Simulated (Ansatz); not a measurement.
# Scan of one atom of the cell for La (dhcp type, space group P6_3/mmc)

Starting cell, La (dhcp type, space group P6_3/mmc):

```
La
1.0
    3.77035     0.00000     0.00000
   -1.88518     3.26522     0.00000
    0.00000     0.00000    12.08105
La
4
Direct
  0.00000   0.00000   0.00000
  0.00000   0.00000   0.50000
  0.33333   0.66667   0.25000
  0.66667   0.33333   0.75000
```

Scan: atom 3 (La, nearest neighbour La at 3.723 Å; its periodic images, 3.8 Å or more away, move with it) is displaced along Cartesian [110], direction (0.707, 0.707, 0.000) in Cartesian axes, by s. The other atoms stay.

The numbers are results of PBE (plane waves to 420 eV, PAW, scalar-relativistic; Ansatz, a quantum-chemistry and plane-wave program), not measurements. k mesh 11×11×3 (Γ-centred), Fermi-Dirac smearing 0.05 eV. The energy includes the smearing's −TS. With partly filled bands, energies and forces of such displacements shift with the k mesh and the smearing. F∥ is the force on the atom along that direction. La is run without spin polarisation. La was relaxed with its symmetry unable to fall. The PAW data are Ansatz's earlier set. The zero of ΔE is the undisplaced structure.

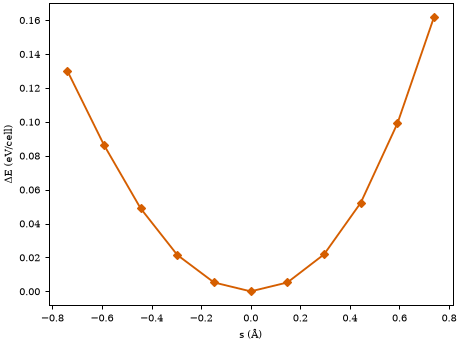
ΔE (eV/cell) against s (Å); markers are the computed points, lines only join them.

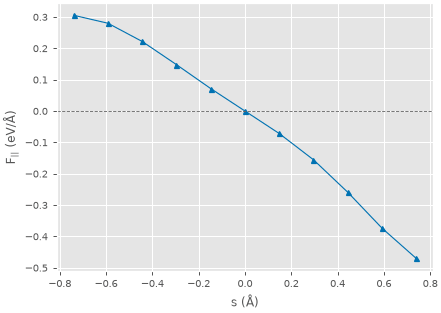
*F∥ (eV/Å) against s (Å); computed points joined by lines.*

The force along the line at s = -0.740 Å is 0.305 eV/Å, the energy at s = 0.740 Å is 162 meV/cell and the force constant k = d²E/ds² at s = 0 (finite differences) is 0.47 eV/Å². Symmetry of the curve: not even: the positive side lies higher at ±0.740 Å. Shape of the curve: a single well with its minimum at or next to zero displacement.

With its periodic images moving along, the atom's site symmetry in this cell is -6m2.

(For displaced atoms, the force is minus the slope of the energy, and its curvature is a force constant, which sets phonon frequencies.)
